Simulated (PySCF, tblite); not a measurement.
# C₆H₁₄ClFSi: geometry, infrared bands and NMR shifts

What infrared bands and NMR shifts should C₆H₁₄ClFSi (`CC[C@@H](F)C[C@H](C)[SiH2]Cl`) show?

Programs: tblite 0.8.0 and PySCF 2.14.0, with density-fitted response routines of our own. Each step states its level of theory. These are calculated values for one molecule in the gas phase, unless marked as measured. Atoms count from 0, in the outputs and in this text.

**1. Starting geometry**

23 atoms, charge 0, multiplicity 1; geometry from: force field or distance geometry start.

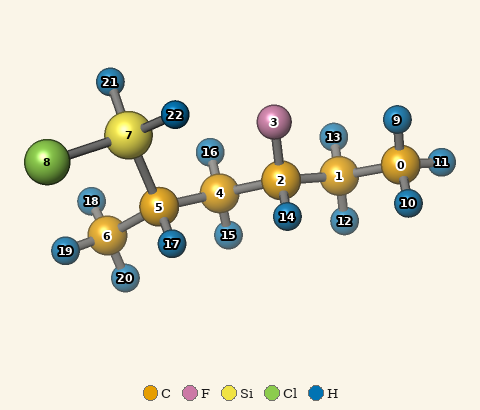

As it starts; carbon amber, fluorine pink, silicon yellow, chlorine green, hydrogen blue, atoms numbered.

**2. Relaxing the molecule with GFN2-xTB**

Job settings and geometry (Å):

```
{"job": {"kind": "relax", "xc": "GFN2-xTB", "basis": "xTB"}, "charge": 0, "multiplicity": 1}
C      3.304600     0.946500     0.763100
C      2.334800     0.226000    -0.178600
C      0.912500     0.270600     0.351000
F      0.520700     1.587300     0.383700
C     -0.057600    -0.483500    -0.570900
C     -1.501900    -0.637000    -0.023000
C     -2.226300    -1.699800    -0.864200
Si    -2.493900     0.991000     0.107100
Cl    -4.382900     0.560700     0.790500
H      3.019400     2.003800     0.866900
H      3.286900     0.496300     1.759600
H      4.313700     0.894800     0.375900
H      2.659500    -0.818200    -0.265900
H      2.397700     0.690600    -1.160500
H      0.846500    -0.118000     1.367800
H      0.357100    -1.481700    -0.738900
H     -0.091900     0.027400    -1.548800
H     -1.424900    -1.032200     1.003000
H     -2.354100    -1.374900    -1.893800
H     -3.214200    -1.927200    -0.449200
H     -1.666800    -2.636300    -0.864500
H     -2.641700     1.614100    -1.235900
H     -1.901700     1.926400     1.104900
```

The run is started by

```sh
> OMP_NUM_THREADS=1 python probes_run.py task.json out
```

One launch serves the whole session: the jobs run in the order shown.

Output:

```text
step      E/eV     max force
  0    -845.06329    0.984
  1    -845.10329    0.398
  2    -845.11579    0.262
  3    -845.12075    0.201
  4    -845.12469    0.198
  5    -845.12680    0.120
  6    -845.12871    0.139
  7    -845.13051    0.121
  8    -845.13211    0.140
  9    -845.13344    0.109
 10    -845.13483    0.106
 11    -845.13633    0.097
 12    -845.13771    0.120
 13    -845.13873    0.102
 14    -845.13951    0.067
 15    -845.14027    0.063
 16    -845.14104    0.064
 17    -845.14162    0.047
 18    -845.14197    0.033
 19    -845.14219    0.034
 20    -845.14240    0.039
 21    -845.14267    0.043
 22    -845.14299    0.055
 23    -845.14337    0.050
 24    -845.14381    0.054
 25    -845.14424    0.054
 26    -845.14460    0.048
 27    -845.14491    0.048
 28    -845.14521    0.044
 29    -845.14557    0.057
 30    -845.14602    0.055
 31    -845.14655    0.058
 32    -845.14714    0.065
 33    -845.14784    0.070
 34    -845.14868    0.079
 35    -845.14963    0.076
 36    -845.15056    0.084
 37    -845.15137    0.069
 38    -845.15208    0.049
 39    -845.15284    0.066
 40    -845.15373    0.072
 41    -845.15467    0.091
 42    -845.15551    0.090
 43    -845.15613    0.057
 44    -845.15660    0.050
 45    -845.15707    0.061
 46    -845.15755    0.056
 47    -845.15794    0.050
 48    -845.15827    0.041
 49    -845.15855    0.035
 50    -845.15894    0.060
 51    -845.15919    0.055
 52    -845.15947    0.028
 53    -845.15964    0.024
 54    -845.15980    0.033
 55    -845.15998    0.041
 56    -845.16019    0.035
 57    -845.16038    0.031
 58    -845.16057    0.029
 59    -845.16078    0.039
 60    -845.16104    0.041
 61    -845.16130    0.032
 62    -845.16154    0.035
 63    -845.16180    0.035
 64    -845.16212    0.053
 65    -845.16247    0.050
 66    -845.16277    0.030
 67    -845.16300    0.031
 68    -845.16323    0.038
 69    -845.16350    0.049
 70    -845.16378    0.039
 71    -845.16396    0.022
 72    -845.16407    0.019
 73    -845.16417    0.023
 74    -845.16426    0.024
 75    -845.16434    0.020
 76    -845.16440    0.018
 77    -845.16446    0.018
 78    -845.16452    0.018
 79    -845.16459    0.019
 80    -845.16464    0.018
 81    -845.16469    0.015
 82    -845.16475    0.023
 83    -845.16484    0.025
 84    -845.16493    0.022
 85    -845.16502    0.021
 86    -845.16514    0.026
 87    -845.16527    0.035
 88    -845.16540    0.032
 89    -845.16552    0.022
 90    -845.16563    0.021
 91    -845.16575    0.023
 92    -845.16590    0.027
 93    -845.16604    0.026
 94    -845.16613    0.022
 95    -845.16619    0.017
 96    -845.16626    0.016
 97    -845.16633    0.022
 98    -845.16641    0.021
 99    -845.16647    0.014
100    -845.16651    0.014
101    -845.16655    0.014
102    -845.16658    0.012
103    -845.16662    0.012
104    -845.16667    0.015
105    -845.16672    0.016
106    -845.16676    0.013
107    -845.16678    0.009
```

Wall time 1.8 s (1 thread of Arm Neoverse N1, shared host).

Step by step: (not every step is listed)

| step | energy from step 0 (eV) | largest force (eV/Å) |
| --- | --- | --- |
| 0 | 0.0000 | 0.9841 |
| 1 | -0.0400 | 0.3980 |
| 2 | -0.0525 | 0.2617 |
| 3 | -0.0575 | 0.2005 |
| 4 | -0.0614 | 0.1979 |
| 5 | -0.0635 | 0.1201 |
| 6 | -0.0654 | 0.1391 |
| 7 | -0.0672 | 0.1207 |
| 8 | -0.0688 | 0.1402 |
| 17 | -0.0783 | 0.0474 |
| 26 | -0.0813 | 0.0477 |
| 35 | -0.0863 | 0.0763 |
| 44 | -0.0933 | 0.0497 |
| 53 | -0.0963 | 0.0236 |
| 62 | -0.0982 | 0.0354 |
| 71 | -0.1007 | 0.0222 |
| 80 | -0.1013 | 0.0179 |
| 89 | -0.1022 | 0.0221 |
| 98 | -0.1031 | 0.0209 |
| 102 | -0.1033 | 0.0117 |
| 103 | -0.1033 | 0.0119 |
| 104 | -0.1034 | 0.0153 |
| 105 | -0.1034 | 0.0163 |
| 106 | -0.1035 | 0.0133 |
| 107 | -0.1035 | 0.0095 |

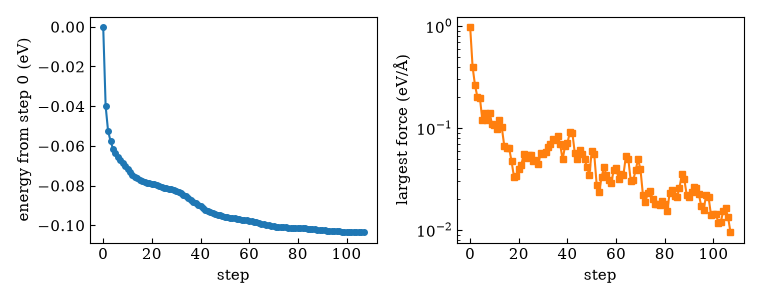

Energy and force, step by step.

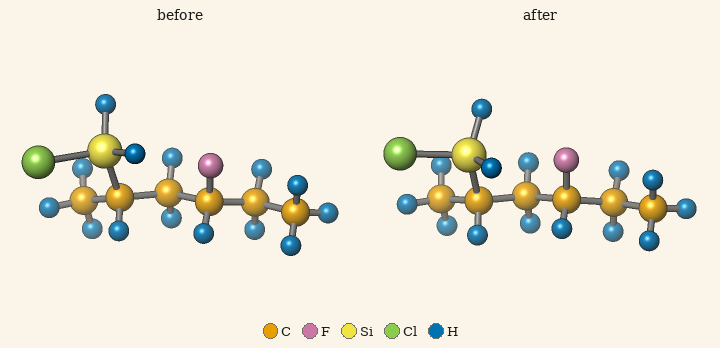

The geometry before (left) and after (right).

Distances of close pairs at the start and the end, largest changes first:

| bond | before (Å) | after (Å) | change (Å) |
| --- | --- | --- | --- |
| Si7–H22 | 1.490 | 1.458 | -0.033 |
| Si7–H21 | 1.488 | 1.459 | -0.029 |
| Si7–Cl8 | 2.054 | 2.028 | -0.026 |
| C4–C5 | 1.552 | 1.531 | -0.021 |
| C2–F3 | 1.374 | 1.391 | +0.017 |
| C2–C4 | 1.536 | 1.522 | -0.014 |
| C0–H9 | 1.100 | 1.087 | -0.013 |
| C4–H16 | 1.104 | 1.092 | -0.012 |

The final coordinates are the input of the step that follows.

**3. Infrared spectrum with GFN2-xTB**

Job settings and geometry (Å):

```
{"job": {"kind": "ir", "xc": "GFN2-xTB", "basis": "xTB"}, "charge": 0, "multiplicity": 1}
C      3.232431     1.041665     0.732892
C      2.328066     0.215623    -0.174963
C      0.869975     0.271985     0.274562
F      0.433121     1.588850     0.171808
C     -0.053840    -0.600967    -0.562832
C     -1.467132    -0.723724     0.013279
C     -2.283497    -1.667193    -0.871860
Si    -2.327159     0.978125     0.223609
Cl    -4.310513     0.632093     0.468965
H      2.889491     2.072746     0.764207
H      3.224158     0.643747     1.745427
H      4.254690     1.027107     0.363810
H      2.650036    -0.826719    -0.175636
H      2.387948     0.593995    -1.197327
H      0.783500     0.020661     1.339889
H      0.393176    -1.595526    -0.639055
H     -0.102984    -0.178877    -1.569007
H     -1.377238    -1.191324     1.001552
H     -2.395654    -1.253739    -1.872262
H     -3.275058    -1.825915    -0.456273
H     -1.789580    -2.634668    -0.958285
H     -2.175059     1.783954    -0.982934
H     -1.893632     1.655085     1.439617
```

Output:

```text
mode    cm-1     km/mol
  1      31.9      0.39
  2      62.1      1.52
  3      87.7      2.43
  4      94.4      5.39
  5     129.1      3.40
  6     137.0      2.88
  7     196.2      2.80
  8     222.5      0.64
  9     226.0      1.58
 10     277.5      7.40
 11     293.6      1.82
 12     335.2      2.20
 13     403.2      5.06
 14     468.4      4.90
 15     484.1     53.35
 16     507.7     76.86
 17     540.9     33.41
 18     632.5     31.79
 19     661.3     13.51
 20     733.0    372.87
 21     757.6    226.25
 22     805.0      3.65
 23     876.3     39.08
 24     930.2      1.53
 25     955.1     27.05
 26     987.4     41.60
 27    1022.1     15.51
 28    1067.7      2.99
 29    1078.1     14.03
 30    1083.5      6.22
 31    1116.4      8.91
 32    1128.8      8.94
 33    1159.2      0.85
 34    1182.4      9.55
 35    1245.3      4.14
 36    1251.6      0.35
 37    1288.6      1.29
 38    1304.6      3.56
 39    1314.8      7.97
 40    1342.3      1.92
 41    1353.1      2.44
 42    1415.1      2.53
 43    1421.7      3.65
 44    1468.8      0.14
 45    1478.8      1.87
 46    1498.5      3.41
 47    1501.2      4.91
 48    1504.8      4.83
 49    1509.4      6.32
 50    2289.0    272.39
 51    2304.1    136.57
 52    2903.1     10.80
 53    2909.5     65.42
 54    2961.2     35.41
 55    2981.9     14.95
 56    2987.8     38.51
 57    2995.8     26.78
 58    3005.3     62.11
 59    3026.6     29.46
 60    3034.4     45.64
 61    3044.3     42.01
 62    3047.0     29.02
 63    3050.1     19.48
```

Run time: 2 s. Hardware: 1 thread of Arm Neoverse N1, shared host.

Which atoms move in the most intense modes:

| cm⁻¹ | km/mol | atoms |
| --- | --- | --- |
| 484 | 53.4 | Si7 37 %, Cl8 25 %, H22 14 % |
| 508 | 76.9 | Si7 31 %, H21 15 %, Cl8 15 %, H22 12 % |
| 733 | 372.9 | H22 53 %, H21 33 %, Si7 11 % |
| 758 | 226.2 | H22 55 %, H21 40 % |
| 2289 | 272.4 | H21 81 %, H22 15 % |
| 2304 | 136.6 | H22 82 %, H21 16 % |
| 2910 | 65.4 | H17 81 %, H14 11 % |
| 3005 | 62.1 | H20 88 % |

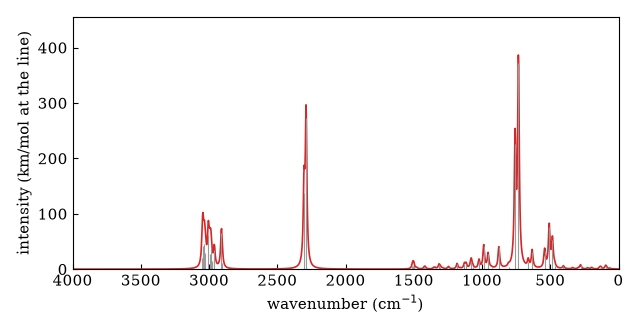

The infrared spectrum from these modes, unscaled. Lines are broadened to a width of 14 cm⁻¹ (Lorentzian).

**4. NMR shieldings: PBE0/pcSseg-1**

Same as in step 3 but for these lines:

```diff
@@ -1,2 +1,2 @@
-{"job": {"kind": "ir", "xc": "GFN2-xTB", "basis": "xTB"}, "charge": 0, "multiplicity": 1}
+{"job": {"kind": "nmr", "xc": "PBE0", "basis": "pcSseg-1"}, "charge": 0, "multiplicity": 1}
 C      3.232431     1.041665     0.732892
```

Level: GIAO PBE0/pcSseg-1 NMR shielding, non-relativistic, gas phase.

Output:

```text
coarse grid: 19536 points
cycle   1  E = -1085.7943061781  dE =  7.312e-01  |g| = 6.017e-01  |ddm| = 4.085e+00
cycle   2  E = -1085.7656101770  dE =  2.870e-02  |g| = 7.546e-01  |ddm| = 1.057e+00
cycle   3  E = -1085.8723598930  dE = -1.067e-01  |g| = 8.199e-02  |ddm| = 5.762e-01
cycle   4  E = -1085.8733541802  dE = -9.943e-04  |g| = 3.394e-02  |ddm| = 7.906e-02
cycle   5  E = -1085.8735757279  dE = -2.215e-04  |g| = 5.280e-03  |ddm| = 3.093e-02
cycle   6  E = -1085.8735812649  dE = -5.537e-06  |g| = 2.079e-03  |ddm| = 7.162e-03
final grid: 177736 points
cycle   7  E = -1085.9337256684  dE = -6.493e-05  |g| = 1.159e-02  |ddm| = 3.677e-02
cycle   8  E = -1085.9337078145  dE =  1.785e-05  |g| = 1.478e-02  |ddm| = 2.236e-02
cycle   9  E = -1085.9337582286  dE = -5.041e-05  |g| = 1.398e-03  |ddm| = 1.237e-02
cycle  10  E = -1085.9337585276  dE = -2.990e-07  |g| = 3.443e-04  |ddm| = 1.209e-03
cycle  11  E = -1085.9337585463  dE = -1.870e-08  |g| = 7.289e-05  |ddm| = 2.655e-04
cycle  12  E = -1085.9337585472  dE = -9.072e-10  |g| = 3.146e-05  |ddm| = 8.840e-05
converged SCF energy = -1085.9337585472

GIAO shielding tensors (ppm)
atom      isotropic    diamagn.    paramagn.     s11        s22        s33       span
  0 C      173.858     244.697     -70.839    160.030    173.839    187.704     27.674
  1 C      152.883     249.009     -96.126    138.620    147.852    172.177     33.557
  2 C       86.597     247.698    -161.101     54.983     82.672    122.135     67.152
  3 F      382.614     478.017     -95.403    363.754    374.525    409.562     45.808
  4 C      140.069     252.656    -112.587    117.331    135.751    167.126     49.795
  5 C      162.437     252.026     -89.589    150.513    162.276    174.521     24.008
  6 C      167.985     244.889     -76.904    156.562    163.316    184.076     27.515
  7 Si     361.427     878.275    -516.849    313.070    374.404    396.806     83.736
  8 Cl    1000.255    1147.823    -147.569    960.776   1012.012   1027.976     67.200
  9 H       30.200      29.042       1.158     25.041     30.077     35.482     10.440
 10 H       30.829      28.807       2.022     26.500     28.831     37.156     10.657
 11 H       30.585      26.162       4.424     25.685     27.691     38.380     12.694
 12 H       30.351      31.964      -1.613     24.787     30.961     35.306     10.519
 13 H       30.039      31.973      -1.934     25.458     30.739     33.920      8.463
 14 H       27.456      34.987      -7.531     24.653     28.103     29.612      4.959
 15 H       30.111      35.108      -4.997     24.438     31.344     34.551     10.112
 16 H       30.144      34.996      -4.853     26.540     30.726     33.166      6.626
 17 H       30.557      33.798      -3.241     26.795     29.555     35.321      8.527
 18 H       30.906      29.472       1.434     27.629     28.161     36.928      9.299
 19 H       29.856      28.603       1.252     23.559     30.115     35.893     12.334
 20 H       30.562      29.402       1.160     25.743     28.424     37.520     11.777
 21 H       26.936      29.820      -2.884     21.911     27.604     31.294      9.383
 22 H       26.544      29.913      -3.369     20.848     27.637     31.146     10.298
```

It took 2 min on 1 thread of Arm Neoverse N1, shared host; peak memory 1.1 GiB.

Shifts follow as δ = σ(reference) − σ, with reference shieldings (ppm) from runs at the same level and on the same kind of geometry: 1H TMS 31.72, 13C TMS 186.9, 29Si TMS 349.2, 19F CFCl3 170.9, 35Cl HCl 950. The references are single molecules in the gas phase, so shifts against H2O, NH3, PH3, H3PO4 or CFCl3 are not on the usual liquid scales and can be off by tens of ppm. Atoms listed in one row are averaged.

| atoms | environment | σ (ppm) | δ (ppm) | δ scaled to CDCl3 |
| --- | --- | --- | --- | --- |
| C2 | sp3 CH bonded to F | 86.6 | 100.3 | 96.0 |
| C4 | sp3 CH2 | 140.1 | 46.9 | 43.8 |
| C1 | sp3 CH2 | 152.9 | 34.0 | 31.3 |
| C5 | sp3 CH bonded to Si | 162.4 | 24.5 | 22.0 |
| C6 | methyl carbon | 168.0 | 18.9 | 16.6 |
| C0 | methyl carbon | 173.9 | 13.1 | 10.8 |
| H22 | hydrogen on a silicon bonded to C, Cl | 26.54 | 5.17 | – |
| H21 | hydrogen on a silicon bonded to C, Cl | 26.94 | 4.78 | – |
| H14 | hydrogen on an sp3 CH bonded to F | 27.46 | 4.26 | 4.12 |
| H13 | hydrogen on an sp3 CH2 | 30.04 | 1.68 | 1.69 |
| H15 | hydrogen on an sp3 CH2 | 30.11 | 1.61 | 1.62 |
| H16 | hydrogen on an sp3 CH2 | 30.14 | 1.57 | 1.59 |
| H12 | hydrogen on an sp3 CH2 | 30.35 | 1.37 | 1.39 |
| H18, H19, H20 | hydrogen on a methyl carbon | 30.44 | 1.28 | 1.31 |
| H9, H10, H11 | hydrogen on a methyl carbon | 30.54 | 1.18 | 1.22 |
| H17 | hydrogen on an sp3 CH bonded to Si | 30.56 | 1.16 | 1.20 |
| F3 | fluorine on an sp3 carbon | 382.6 | -211.7 | – |
| Si7 | silicon bonded to C, Cl, 2 H | 361.4 | -12.3 | – |
| Cl8 | chlorine bonded to Si | 1000 | -50 | – |

The scaled column applies a straight-line fit of computed shieldings to shifts measured in CDCl3, with any fitted terms for Cl, Br or S neighbours, and one for carbons that bear F (root-mean-square error 0.16 ppm for H, 1.9 ppm for C).

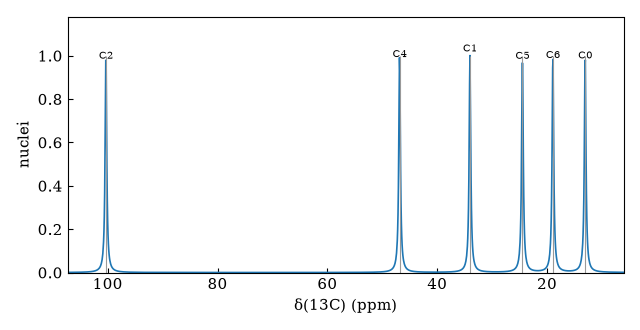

13C lines at the computed shifts, without couplings. Lines are broadened to a width of 0.35 ppm (Lorentzian).

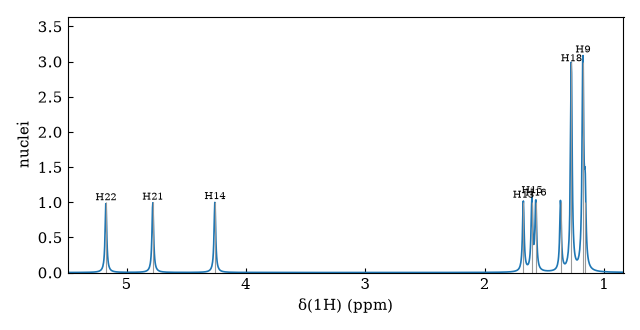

1H lines at the computed shifts, without couplings. Lines are broadened to a width of 0.02 ppm (Lorentzian).

The run also stored atomic charges by several schemes (e):

| atoms | Mulliken | IAO | Hirshfeld | ESP fit |
| --- | --- | --- | --- | --- |
| C0 | -0.26 | -0.42 | -0.12 | -0.31 |
| C1 | -0.25 | -0.26 | -0.07 | 0.05 |
| C2 | 0.12 | 0.18 | 0.07 | 0.35 |
| F3 | -0.34 | -0.33 | -0.08 | -0.25 |
| C4 | -0.17 | -0.26 | -0.08 | -0.60 |
| C5 | -0.61 | -0.37 | -0.11 | 0.25 |
| C6 | -0.21 | -0.41 | -0.12 | -0.55 |
| Si7 | 0.73 | 0.79 | 0.32 | 0.21 |
| Cl8 | -0.35 | -0.33 | -0.13 | -0.20 |

Hirshfeld charges:

C0 -0.12; C1 -0.07; C2 0.07; F3 -0.08; C4 -0.08; C5 -0.11; C6 -0.12; Si7 0.32; Cl8 -0.13; H9 0.04; H10 0.04; H11 0.04; H12 0.04; H13 0.04; H14 0.04; H15 0.04; H16 0.04; H17 0.03; H18 0.04; H19 0.03; H20 0.04; H21 -0.08; H22 -0.08

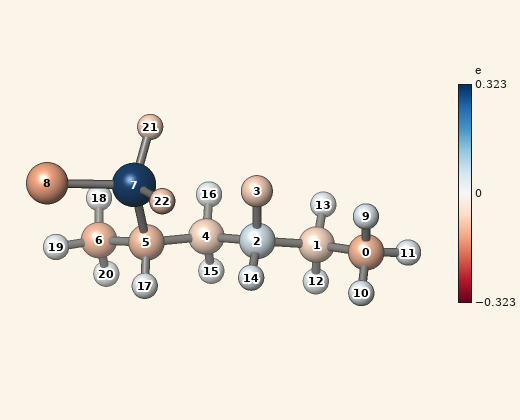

Hirshfeld charges, as colours on the atoms.

Mayer bond orders: C0–C1 1.06, C1–C2 1.01, C2–F3 0.81, C2–C4 1.01, C4–C5 1.01, C5–C6 1.05, C5–Si7 0.86, Si7–Cl8 0.93.

Orbitals, density, ELF and potential are computed afterwards from the orbital file.

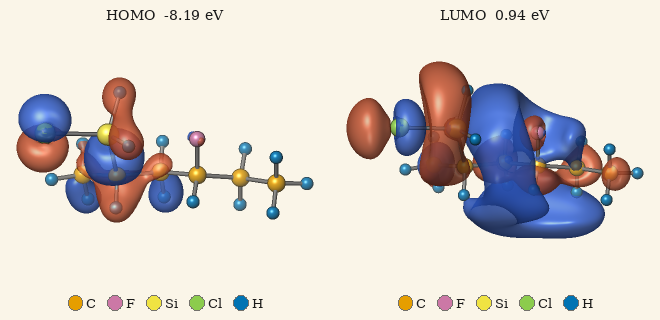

Frontier orbitals at PBE0/pcSseg-1; each surface holds 70 % of the orbital's density, blue and red mark the sign.

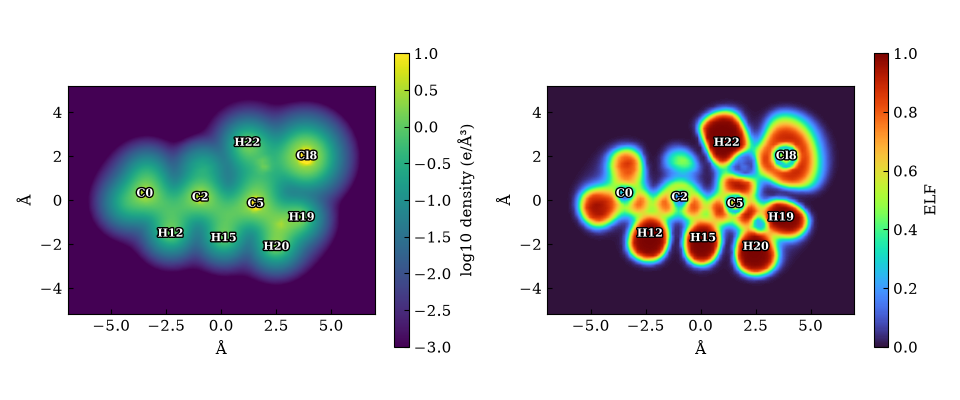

Density (left) and ELF (right) in a plane through or near 9 of the atoms.

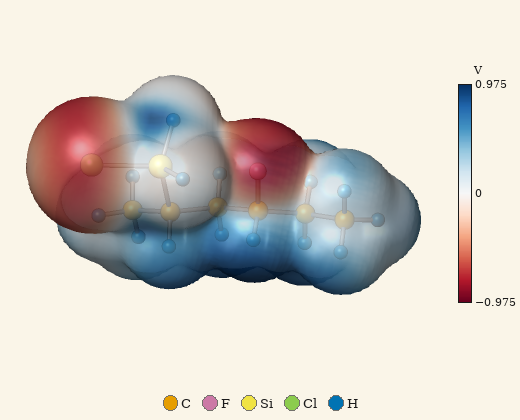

The potential that a unit positive charge feels on the 0.002 e/bohr³ surface, from -0.81 V near F3 to 0.98 V near H14.

**5. What came out**

```
                                                              quantity                                                           value
                             strongest single infrared mode (GFN2-xTB)                                            733 cm⁻¹, 373 km/mol
                                          zero-point energy (GFN2-xTB)                                                  117.4 kcal/mol
                                13C shifts against TMS (PBE0/pcSseg-1)                         100.3, 46.9, 34.0, 24.5, 18.9, 13.1 ppm
1H shifts against TMS (PBE0/pcSseg-1, means over atoms taken as alike)  5.17, 4.78, 4.26, 1.68, 1.61, 1.57, 1.37, 1.28, 1.18, 1.16 ppm
                              19F shifts against CFCl3 (PBE0/pcSseg-1)                                                      -211.7 ppm
                               29Si shifts against TMS (PBE0/pcSseg-1)                                                       -12.3 ppm
                               35Cl shifts against HCl (PBE0/pcSseg-1)                                                         -50 ppm
                                 surface potential, least and greatest                                              -0.81 V and 0.98 V
```

The optimisation took 107 steps and gained 0.103 eV; among the close pairs (by a distance rule), Si7–H22 changed most, from 1.490 to 1.458 Å. All 63 modes are real, so the xTB geometry is a minimum. The strongest single mode, at 733 cm⁻¹, moves mainly H22 and H21. GFN2-xTB is a fitted tight-binding method: band positions and strengths are rough. Its intensities can rank the bands wrongly. At PBE0/pcSseg-1: Shielding is most anisotropic at Si7 (span 84 ppm, paramagnetic term -517 ppm).
